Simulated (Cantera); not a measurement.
A closed system holds: 1 mol V, 0.66 mol N₂O, a varied amount of H₂, equilibrated at 2350 K and 133 Pa.

Method: chemical equilibrium by Gibbs-energy minimisation in Cantera with the NASA 1993 tables (ideal gas, pure condensed phases). Candidate condensed phases: H₂O, V, VN, VO, V₂O₃, V₂O₄, V₂O₅; 28 gas species. Equilibrium is a limit: real reactors are often held back by kinetics, nucleation or transport.

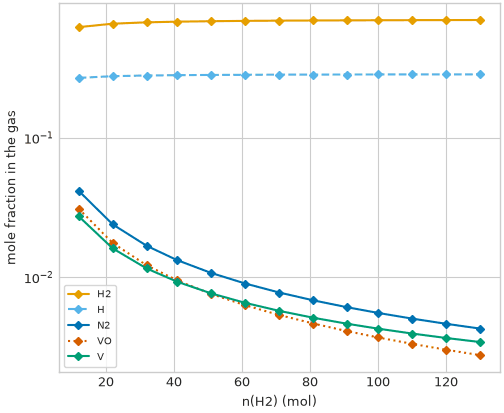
*Equilibrium gas composition (values under 1e-9 drawn at 1e-9)*

Question: Read off the mole fractions at 41 mol H₂.

Answer: H₂ about 0.68, H about 0.28, N₂ about 0.013, VO about 0.0095, V about 0.0093.
